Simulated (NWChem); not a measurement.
# [NH2]− (SMILES [NH2-]): wB97X/cc-pVDZ

What is the vertical ionisation energy of [NH2]− at wB97X/cc-pVDZ? 

The results are computed with NWChem 7.3.0.

5 further runs of the same task are left out: 5 set aside as unsound or not needed.

## Step 1: Starting point

[NH2]− has 3 atoms, charge -1, and is taken as a singlet. As SMILES, `[NH2-]`. Geometry: relaxed at PBE0-D4/def2-TZVPD.

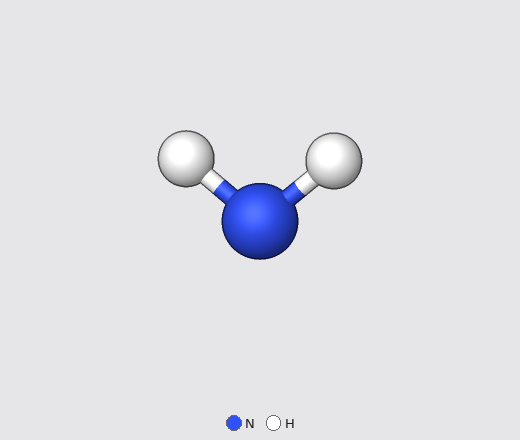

The structure, seen from a chosen angle (nitrogen blue, hydrogen white).

## Step 2: The energy at wB97X/cc-pVDZ

File mymol.nw:

```
start mymol
memory stack 880 mb heap 220 mb global 1100 mb
charge -1
geometry noautosym nocenter noautoz
   N        0.342200      -0.203000       0.168700
   H        0.125500       0.801200       0.156000
   H       -0.467700      -0.598200      -0.324700
end
basis spherical bse
   N library cc-pVDZ
   H library cc-pVDZ
end
dft
   xc wb97x
   grid coarse
   convergence energy 1e-08
   iterations 100
   mulliken
   noprint "final vectors analysis"
end
task dft
```

The run is started by

```bash
$ nwchem mymol.nw > mymol.out
```

What it wrote:

```text
[...]
          Wavefunction type:  closed shell.
          No. of atoms     :     3
          No. of electrons :    10
[...]
          Charge           :    -1
          Spin multiplicity:     1
[...]
          AO basis - number of functions:    24
[...]
              XC Information
              --------------
                       wb97x  Method XC Functional
                     Hartree-Fock (Exact) Exchange  1.000
                         wb97x Exchange Functional  1.000
                      wb97x Correlation Functional  1.000
[...]
 d= 0,ls=0.0,diis     1    -55.7186975120 -6.33D+01  3.97D-02  8.62D-01     0.2
[...]
 d= 0,ls=0.0,diis     8    -55.8224715610 -7.69D-09  9.72D-06  2.80D-09     0.9
         Total DFT energy =      -55.822471561025
      One electron energy =      -93.918725268138
           Coulomb energy =       38.456156491259
    Exchange-Corr. energy =       -7.902755746491
 Nuclear repulsion energy =        7.542852962344
[...]
      Total Density - Mulliken Population Analysis
     ---------------------------------------------
    Atom       Charge   Shell Charges
 -----------   ------   -------------------------------------------------------
    1 N    7     7.77   2.01  0.73  0.84  2.26  1.91  0.02
    2 H    1     1.11   0.75  0.31  0.06
    3 H    1     1.11   0.75  0.31  0.06
[...]
```

Wall time 1.4 s (1 thread of Intel Xeon Platinum 8488C (Sapphire Rapids), shared host); peak memory 0.1 GiB.

## Step 3: Doublet neutral NH2

File m1.xyz:

```xyz
3
H2N
N      0.342200    -0.203000     0.168700
H      0.125500     0.801200     0.156000
H     -0.467700    -0.598200    -0.324700
```

File m1.nw:

```
start m1
title "H2N"
memory total 2200 mb
geometry units angstrom noautosym nocenter noautoz
 load m1.xyz
end
basis spherical bse
 * library cc-pVDZ
end
dft
 xc wb97x
 mult 2
 grid coarse
 convergence energy 1e-08
 iterations 100
 mulliken
 noprint "final vectors analysis"
end
task dft energy
```

The run is started by

```bash
$ nwchem m1.nw > m1.out
```

What it wrote:

```text
[...]
          Wavefunction type:  spin polarized.
          No. of atoms     :     3
          No. of electrons :     9
[...]
          Charge           :     0
          Spin multiplicity:     2
[...]
          AO basis - number of functions:    24
[...]
              XC Information
              --------------
                       wb97x  Method XC Functional
                     Hartree-Fock (Exact) Exchange  1.000
                         wb97x Exchange Functional  1.000
                      wb97x Correlation Functional  1.000
[...]
 d= 0,ls=0.0,diis     1    -55.8439799073 -6.34D+01  4.55D-03  3.14D-02     0.2
[...]
 d= 0,ls=0.0,diis     8    -55.8584151597 -6.34D-09  2.05D-06  6.00D-10     1.1
[...]
         Total DFT energy =      -55.858415159721
      One electron energy =      -90.242985958342
           Coulomb energy =       34.436593846048
    Exchange-Corr. energy =       -7.594876009771
 Nuclear repulsion energy =        7.542852962344
[...]
      Total Density - Mulliken Population Analysis
     ---------------------------------------------
    Atom       Charge   Shell Charges
 -----------   ------   -------------------------------------------------------
    1 N    7     7.19   2.01  0.81  0.83  2.19  1.34  0.02
    2 H    1     0.90   0.72  0.13  0.05
    3 H    1     0.90   0.72  0.13  0.05
[...]
      <S2> =      0.7532 (Exact =     0.7500)
[...]
```

It took 1.6 s on 1 thread of Intel Xeon Platinum 8488C (Sapphire Rapids), shared host; peak memory 0.1 GiB.

## Step 4: Outcome

At wB97X/cc-pVDZ:

| quantity | value |
| --- | --- |
| singlet [NH2]−: total energy | -55.82247 Eh |
| doublet neutral NH2: total energy | -55.85842 Eh |
| doublet neutral NH2: dipole moment | 1.88 D |
| doublet neutral NH2: ⟨S²⟩ | 0.753 |
| vertical detachment energy (to the doublet neutral) | -0.978 eV |

The species is unbound against losing an electron at this level, by 0.98 eV (−94.4 kJ/mol); missing correlation or diffuse functions can give that sign where the real anion is bound. Mulliken charges (singlet [NH2]−) run from -0.77 on N1 to -0.11 on H2; they depend strongly on the basis.
